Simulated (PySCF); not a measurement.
# NMR shielding calculation, with input and output: Si3P2H5Cl3

System: Si3P2H5Cl3, SMILES Cl[Si](Cl)(Cl)[SiH]1P[SiH2]P1.
Method: GIAO PBE0/pcSseg-1 NMR shielding, non-relativistic, gas phase (PySCF 2.14.0).

The geometry comes from this level: GFN2-xTB. It belongs to a series of runs on one base structure; here: C replaced by Si. Figures and captions count atoms from 1; the log counts them from 0 in places.

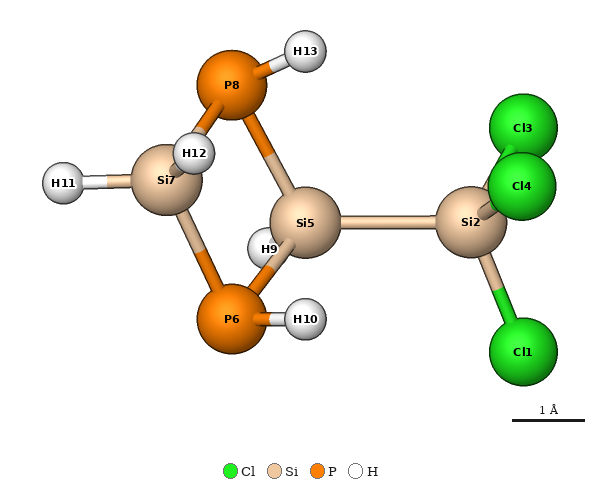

Fig. 1: The structure (ball-and-stick view, seen at a tilt; atoms are numbered from 1 in the order of the input).

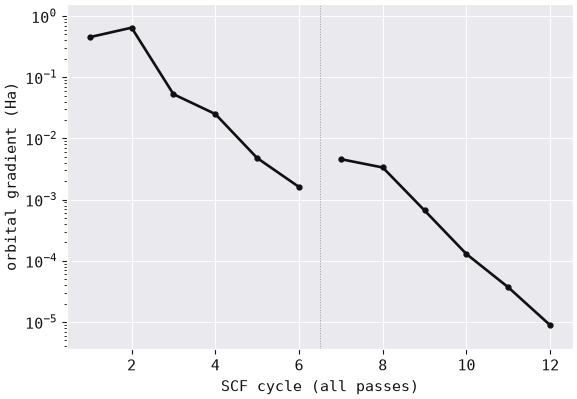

Fig. 2: Convergence of the self-consistent field: orbital gradient against the SCF cycle. The dotted line marks the change from a coarse to the final integration grid. The first 6 cycles use a coarse grid, the final grid takes over at cycle 7, and the field converges after 12 cycles in all.

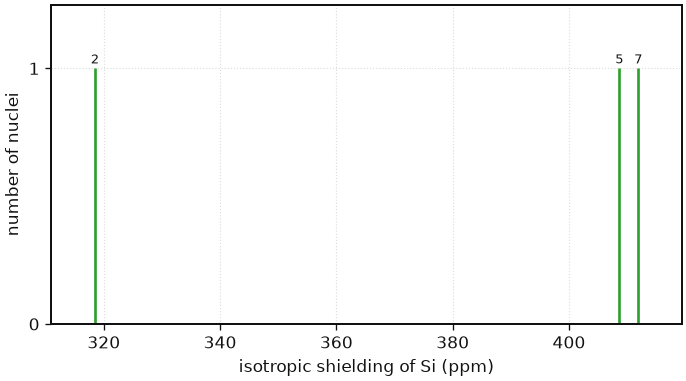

Fig. 3: Isotropic shieldings of the silicon nuclei in this fixed geometry, labelled by atom number; shielding grows to the right, so chemical shift grows to the left. The least shielded is Si2 (318.5 ppm), the most shielded Si7 (411.9 ppm).

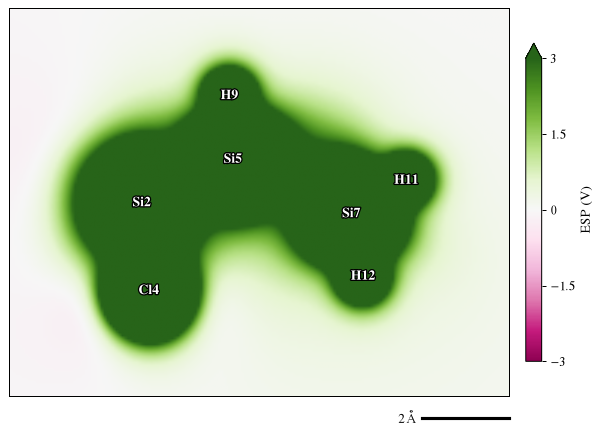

Fig. 4: Electrostatic potential on the plane of atoms Cl4, Si2 and Si5. Atoms in the plane: Si, Cl and H. The potential has no marked negative region in this plane.

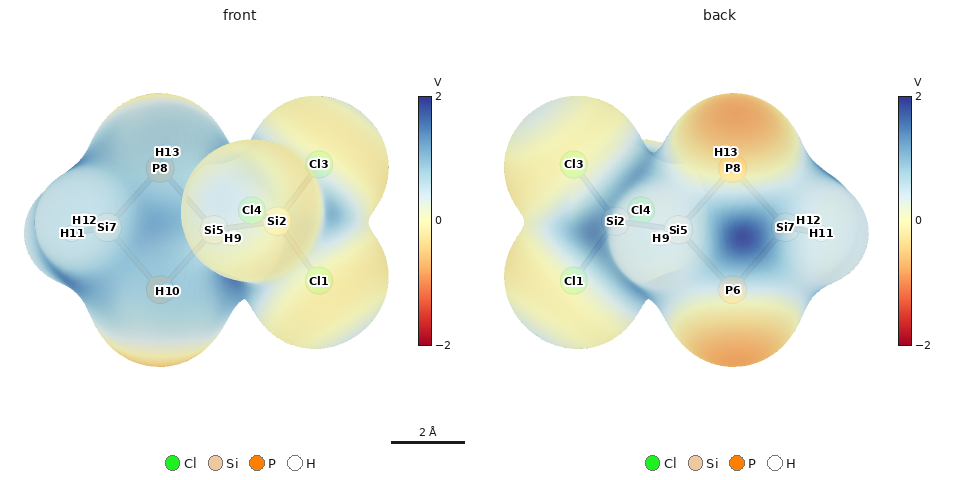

Fig. 5: The electrostatic potential painted on the density surface at 0.002 e/bohr³, seen at a tilt and from behind; the colour scale runs from red (negative) to blue (positive). Its dipole moment is 1.47 D.

The input and output of the run follow.

### The input
```
{"job": {"kind": "nmr", "xc": "PBE0", "basis": "pcSseg-1"}, "charge": 0, "multiplicity": 1}
Cl     3.606129    -1.084617    -0.758075
Si     2.362950     0.294896     0.032632
Cl     3.201138     2.111318    -0.236438
Cl     2.250687    -0.044319     2.028867
Si     0.262735     0.192379    -0.960282
P     -0.901966    -1.740819    -0.683694
Si    -2.421486    -0.353503     0.267963
P     -1.328519     1.590988    -0.134493
H      0.341162     0.440061    -2.407169
H     -0.292012    -2.110978     0.503991
H     -3.667679    -0.386043    -0.492688
H     -2.638507    -0.614272     1.689470
H     -0.779019     1.705397     1.132186
```

The first line tells a small driver script what to run in PySCF; the rest is the geometry in Å.

Launched with:
```bash
OMP_NUM_THREADS=1 python <driver script> task.json out
```

### Output
```
coarse grid: 16096 points
cycle   1  E = -2933.6853178682  dE =  8.785e-01  |g| = 4.523e-01  |ddm| = 3.747e+00
cycle   2  E = -2933.6295617803  dE =  5.576e-02  |g| = 6.461e-01  |ddm| = 1.450e+00
cycle   3  E = -2933.7441024317  dE = -1.145e-01  |g| = 5.291e-02  |ddm| = 9.185e-01
cycle   4  E = -2933.7447171427  dE = -6.147e-04  |g| = 2.508e-02  |ddm| = 1.096e-01
cycle   5  E = -2933.7449206847  dE = -2.035e-04  |g| = 4.788e-03  |ddm| = 4.564e-02
cycle   6  E = -2933.7449278594  dE = -7.175e-06  |g| = 1.611e-03  |ddm| = 9.871e-03
final grid: 121728 points
cycle   7  E = -2933.7860611888  dE = -3.158e-05  |g| = 4.585e-03  |ddm| = 3.019e-02
cycle   8  E = -2933.7860612561  dE = -6.732e-08  |g| = 3.357e-03  |ddm| = 9.188e-03
cycle   9  E = -2933.7860638503  dE = -2.594e-06  |g| = 6.651e-04  |ddm| = 6.057e-03
cycle  10  E = -2933.7860639809  dE = -1.306e-07  |g| = 1.292e-04  |ddm| = 1.216e-03
cycle  11  E = -2933.7860639859  dE = -5.014e-09  |g| = 3.691e-05  |ddm| = 2.338e-04
cycle  12  E = -2933.7860639863  dE = -3.506e-10  |g| = 8.883e-06  |ddm| = 5.488e-05
converged SCF energy = -2933.7860639863

GIAO shielding tensors (ppm)
atom      isotropic    diamagn.    paramagn.     s11        s22        s33       span
  0 Cl     795.449    1146.532    -351.083    683.946    777.935    924.467    240.521
  1 Si     318.459     873.883    -555.424    314.816    318.112    322.449      7.632
  2 Cl     795.227    1146.529    -351.302    683.673    777.705    924.302    240.629
  3 Cl     811.124    1148.420    -337.296    689.175    800.437    943.760    254.585
  4 Si     408.643     880.636    -471.993    379.088    420.585    426.257     47.169
  5 P      570.531     968.322    -397.791    395.332    653.369    662.893    267.561
  6 Si     411.911     880.212    -468.301    377.623    422.390    435.722     58.099
  7 P      570.565     968.324    -397.760    395.321    653.152    663.221    267.899
  8 H       26.626      29.501      -2.875     23.562     25.311     31.005      7.443
  9 H       28.915      31.215      -2.301     25.176     28.848     32.720      7.543
 10 H       26.935      29.153      -2.218     23.264     24.517     33.024      9.759
 11 H       26.554      28.848      -2.294     23.420     24.672     31.571      8.150
 12 H       28.914      31.216      -2.302     25.170     28.850     32.722      7.552
```

### Key numbers

```tsv
quantity	value
outcome	converged
total energy	−2933.786064 hartree
HOMO	−6.97 eV
LUMO	−1.67 eV
dipole moment	1.47 D
isotropic shielding, Cl	795.2 to 811.1 ppm
isotropic shielding, Si	318.5 to 411.9 ppm
isotropic shielding, P	570.5 ppm
isotropic shielding, H	26.6 to 28.9 ppm
hardware	1 CPU thread, shared host
wall time	92 s
peak memory	0.97 GiB
```
